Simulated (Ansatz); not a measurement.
**CH5BFNS: one species, many methods**

Aim: compute CH5BFNS with functionals from several rungs and with coupled cluster, and see how far each lands from CCSD(T) at the basis-set limit for the atomisation energy.

Computed with Ansatz 0.2.0, Gaussian basis. Level: functionals in def2-TZVPP, the program's frozen cores in correlated methods.

The runs, in order: PBE-D4, r2SCAN-D4, PBE0-D4, B3LYP-D4, ωB97X-V, ωB97M-V, B2PLYP; CCSD(T)/def2-TZVPP; MP2/def2-QZVPP; extrapolation to the limit.

**1. The relaxed structure**

An earlier PBE0-D4 in a triple-zeta def2 set relaxation fixed the geometry.

10 atoms, charge 0, spin multiplicity 1.

Atoms are counted from 1 here; the program's logs count them from 0.

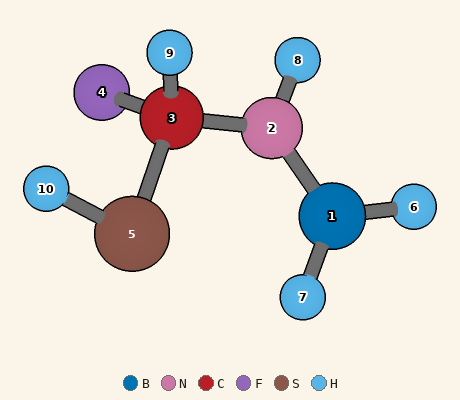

The geometry (colours as in the key); atoms are numbered from 1 in the order of the file.

**2. PBE-D4 (GGA)**

in.yaml reads:

```yaml
crystal:
  periodic: [false, false, false]
  atoms:
    - {symbol: B, position_ang: [0.058583, 1.284394, 1.062261]}
    - {symbol: N, position_ang: [0.264836, -0.064601, 0.787281]}
    - {symbol: C, position_ang: [0.024454, -0.791259, -0.409413]}
    - {symbol: F, position_ang: [-1.020668, -1.675164, -0.201467]}
    - {symbol: S, position_ang: [-0.341896, 0.306097, -1.794919]}
    - {symbol: H, position_ang: [0.301412, 1.670369, 2.165683]}
    - {symbol: H, position_ang: [-0.335815, 2.013366, 0.204835]}
    - {symbol: H, position_ang: [0.590800, -0.670233, 1.526714]}
    - {symbol: H, position_ang: [0.884486, -1.414756, -0.664672]}
    - {symbol: H, position_ang: [-0.343094, -0.709315, -2.673302]}
basis:
  gaussian: {orbitals: def2-TZVPP}
hamiltonian: {xc: pbe, dispersion: d4}
output: {forces: true, orbitals: {seedname: orbitals}}
```

On the command line:

```
ansatz run in.yaml --threads 4 --pin off --events-out ev --progress --plain --max-ram 10444MiB
```

Further steps of the session: r2SCAN-D4 (meta-GGA); PBE0-D4 (hybrid); B3LYP-D4 (hybrid); ωB97X-V (range-separated); ωB97M-V (range-separated); B2PLYP (double hybrid); CCSD(T) in def2-TZVPP; MP2 in def2-QZVPP.

Q: Predict the results of all the runs planned. Wanted: atomisation energy, CCSD(T)/CBS; farthest; mean size of error, hybrid; mean size of error, range-separated; gap, smallest and largest; T1 diagnostic; triples share of the correlation energy.

**Answer**, as computed:

```
                               quantity                                  value
        atomisation energy, CCSD(T)/CBS                          3579.3 kJ/mol
 functionals within 17.9 kJ/mol (0.5 %)  none; nearest B3LYP-D4 (+22.9 kJ/mol)
                               farthest                 PBE-D4 (+118.9 kJ/mol)
             mean size of error, hybrid                            27.0 kJ/mol
    mean size of error, range-separated                            36.3 kJ/mol
              gap, smallest and largest   4.85 eV (PBE-D4), 11.69 eV (ωB97X-V)
                          T1 diagnostic                                 0.0130
triples share of the correlation energy                                  3.8 %
```

**Reading.** PBE-D4 is off by +118.9 kJ/mol. Double hybrids carry the basis error of their MP2 part in triple zeta, and no dispersion term here, so their miss is partly the set-up's. The reference freezes the cores and leaves out relativity and excitations past (T), so misses under about 17.9 kJ/mol can't be ranked. Hartree-Fock recovers 71 % of the binding; the rest is correlation. The gap grows from 4.9 to 11.7 eV across the functionals, mostly with the share of exact exchange.
